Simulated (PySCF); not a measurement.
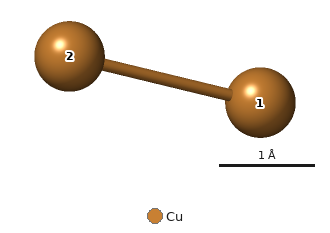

*The input geometry (ball-and-stick view, seen at an oblique angle; atoms are numbered from 1 in the order of the input). Sticks mark near contacts.*

**Run report: Cu2, excited-state calculation**

System: Cu2.
Method: TDDFT PBE0/def2-TZVPD, vertical, gas phase, core orbitals frozen in the response (PySCF 2.14.0).

The geometry comes from this level: PBE0-D3(BJ)/def2-TZVP.

## The program's output
```
coarse grid: 14880 points
cycle   1  E = -3279.2030671301  dE =  6.195e-01  |g| = 4.021e+00  |ddm| = 1.815e+00
cycle   2  E = -3276.1368833243  dE =  3.066e+00  |g| = 7.596e+00  |ddm| = 3.202e+00
cycle   3  E = -3280.4610996778  dE = -4.324e+00  |g| = 9.433e-01  |ddm| = 1.847e+00
cycle   4  E = -3280.5510264896  dE = -8.993e-02  |g| = 1.419e-01  |ddm| = 5.574e-01
cycle   5  E = -3280.5531535792  dE = -2.127e-03  |g| = 1.411e-02  |ddm| = 7.858e-02
cycle   6  E = -3280.5532175865  dE = -6.401e-05  |g| = 3.172e-03  |ddm| = 2.322e-02
cycle   7  E = -3280.5532333226  dE = -1.574e-05  |g| = 2.930e-03  |ddm| = 1.565e-02
cycle   8  E = -3280.5532353495  dE = -2.027e-06  |g| = 4.049e-04  |ddm| = 6.271e-03
final grid: 26080 points
cycle   9  E = -3280.5532014391  dE =  5.070e-08  |g| = 1.217e-03  |ddm| = 5.953e-04
cycle  10  E = -3280.5532006844  dE =  7.548e-07  |g| = 3.355e-03  |ddm| = 1.280e-03
cycle  11  E = -3280.5532015595  dE = -8.751e-07  |g| = 5.426e-05  |ddm| = 8.855e-04
cycle  12  E = -3280.5532015599  dE = -4.597e-10  |g| = 2.483e-06  |ddm| = 4.392e-05
```

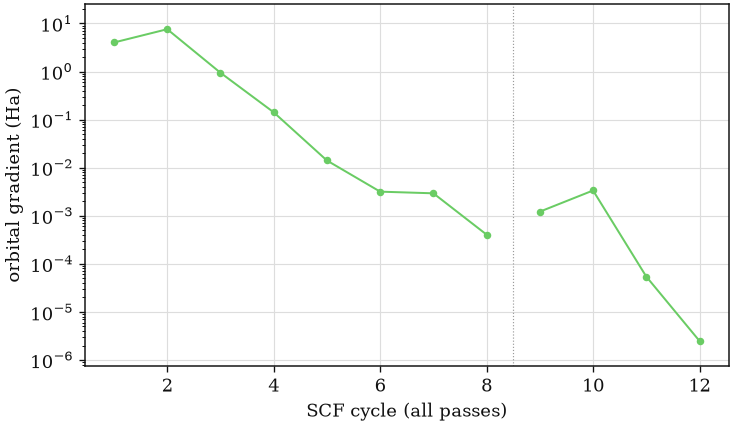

*Convergence of the self-consistent field: orbital gradient against the SCF cycle. The dotted line marks the change from a coarse to the final integration grid.*

The first 8 cycles use a coarse grid, the final grid takes over at cycle 9, and the field converges after 12 cycles in all.

```
converged SCF energy = -3280.5532015599

Static polarisability (au): isotropic 77.948, principal 61.520 61.520 110.804

Singlet excitations
state   eV       nm        f      main configurations
  1   2.8203    439.6   0.00000   H-1->L 0.97
  2   2.8881    429.3   0.00284   H-2->L 0.96
  3   2.8881    429.3   0.00284   H-3->L 0.96
  4   2.9356    422.3   0.20911   H->L 0.85, H-10->L 0.11
  5   3.1166    397.8   0.00000   H-4->L 0.97
  6   3.1167    397.8   0.00000   H-5->L 0.97
  7   3.3066    375.0   0.00000   H-6->L 0.97
  8   3.3067    374.9   0.00000   H-7->L 0.97
  9   3.7084    334.3   0.00000   H-8->L 0.95
 10   3.7084    334.3   0.00000   H-9->L 0.95
 11   4.3217    286.9   0.08952   H-10->L 0.65, H-2->L+1 0.12, H-3->L+2 0.12
 12   4.5000    275.5   0.29784   H->L+1 0.85

Triplet excitations (Tamm-Dancoff, eV): 1.8086 2.5343 2.6212 2.6212
```

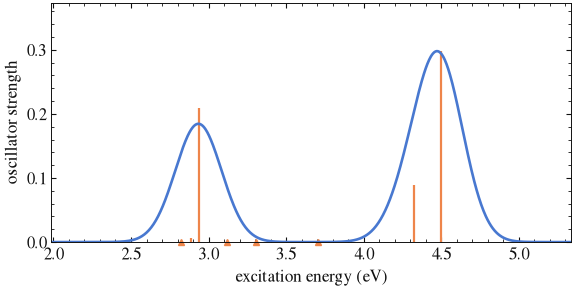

*Computed excitations as sticks (degenerate states added up, dark ones marked on the axis), with a Gaussian envelope of 0.35 eV full width at half maximum, scaled to the tallest.*

Of the 12 states the lowest lies at 2.82 eV (f = 0.000); the strongest line is at 4.50 eV, or 276 nm (f = 0.298).

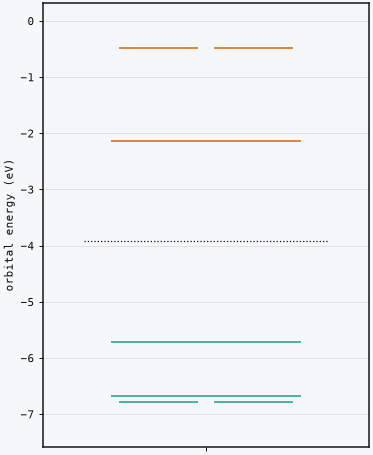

*Orbital energies near the frontier; the dotted line parts filled from empty levels, and levels within 0.02 eV of each other stand side by side.*

Highest filled −5.71 eV, lowest empty −2.13 eV, 3.58 eV apart.

The run was set up as follows.

## Input file
```
{"job": {"kind": "uv", "xc": "PBE0", "basis": "def2-TZVPD", "nstates": 12, "ntriplets": 4}, "charge": 0, "multiplicity": 1}
Cu    -0.000000    -0.000000    -0.029326
Cu     0.000000     0.000000     2.254896
```

The first line tells a small driver script what to run in PySCF; the rest is the geometry in Å.

## Key numbers

| quantity | value |
| --- | --- |
| outcome | converged |
| total energy | −3280.553202 hartree |
| HOMO | −5.71 eV |
| LUMO | −2.13 eV |
| dipole moment | 0.00 D |
| mean polarisability | 77.95 a.u. |
| lowest singlet excitation | 2.82 eV |
| hardware | 4 threads of Intel Xeon @ 2.50GHz (Skylake/Cascade Lake), 189 GiB of memory available, shared host |
| wall time | 12 s (CPU time 20 s) |
| peak memory | 0.45 GiB |
